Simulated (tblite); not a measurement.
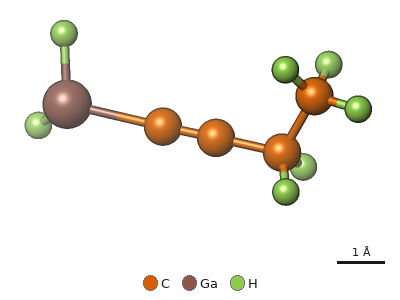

This is the input geometry for a relaxation of C4H7Ga. The picture is a ball-and-stick view, seen at a tilt.

These are results of tblite, GFN2-xTB geometry optimisation, gas phase, not measurements.

```xyz
12

C    -1.9361    0.7078   -0.2360
C    -0.8794   -0.0236   -1.0486
C     0.3591   -0.1777   -0.2321
C     1.3590   -0.2833    0.4087
Ga    3.1476   -0.4743    1.6105
H    -2.7233    1.1425   -0.8993
H    -1.5125    1.5185    0.3935
H    -2.4819    0.0061    0.4293
H    -0.6518    0.5247   -1.9846
H    -1.2386   -1.0468   -1.3379
H     3.8581   -1.6839    1.5791
H     2.7010   -0.2107    3.0560
```

Where does the relaxation end?

Ga5 moves most after the best rigid fit: 0.45 Å. Largest moves by element: Ga 0.45 Å, H 0.30 Å, C 0.21 Å. Among the contacts that change: C4–Ga5 2.163 → 1.943 Å, Ga5–H11 1.403 → 1.565 Å, C2–C3 1.491 → 1.450 Å, C1–H6 1.117 → 1.088 Å. Bond angles that change, for instance: C4–Ga5–H12 105.5° → 120.1°, H11–Ga5–H12 108.4° → 119.0°, H6–C1–H8 104.8° → 108.8°. Groups turn about C1–C2 by about 20°. The energy falls by 22.2 kcal/mol in 65 geometry steps.

Final geometry:

```xyz
12

C    -1.9492    0.7039   -0.2497
C    -0.8322    0.0147   -1.0352
C     0.3228   -0.2293   -0.1926
C     1.2732   -0.4236    0.5372
Ga    2.7826   -0.7171    1.7256
H    -2.8077    0.8777   -0.8947
H    -1.6039    1.6591    0.1397
H    -2.2605    0.0851    0.5891
H    -0.5294    0.6402   -1.8805
H    -1.1872   -0.9418   -1.4304
H     3.9681   -1.6467    1.3024
H     2.8245   -0.0228    3.1277
```

After the run, drawn alike:

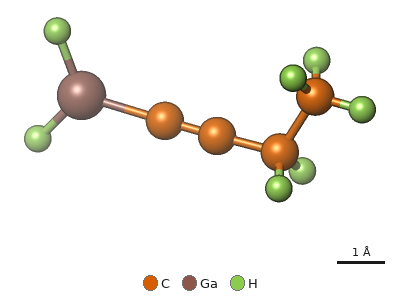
